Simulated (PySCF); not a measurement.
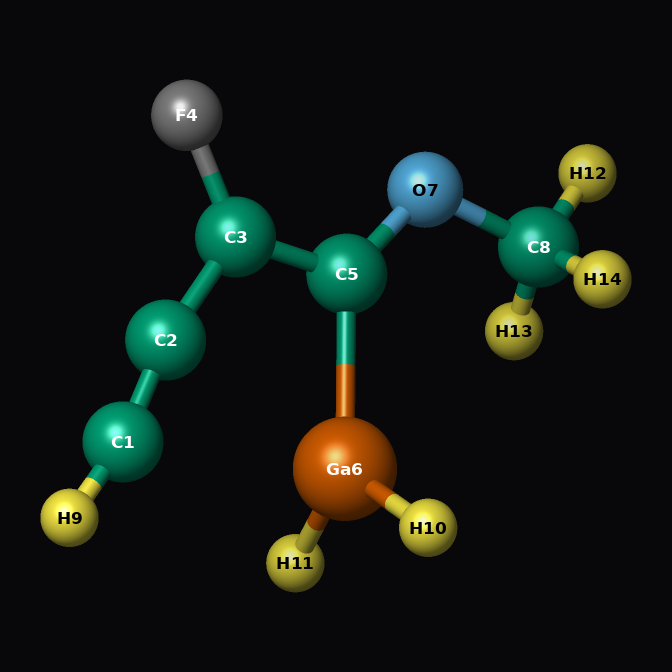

Computed geometry: GFN2-xTB optimisation. No frequency run is at hand to confirm it as a minimum. Level of theory: B3LYP/pcJ-1 (pcSseg-1 on Ga) indirect spin-spin coupling, non-relativistic, gas phase (PySCF 2.14.0). Isotopes: 13C, 19F, 1H, 17O.

Give the spin–spin coupling constants of these pairs, with the number of bonds between them: C3/F4, C2/F4, F4/C5, C1/F4, F4/O7.

```csv
pair,bonds apart,J (Hz)
"C3, F4",1,−350.0
"C2, F4",2,48.7
"F4, C5",2,−14.1
"C1, F4",3,5.9
"F4, O7",3,9.3
```

Density functionals are unreliable for couplings to fluorine, so those rows may be far off.

The geometry is semi-empirical. Around Ga such bond lengths and angles can be off by a tenth of an ångström or more and by several degrees, and values that hang on the shape move with them.
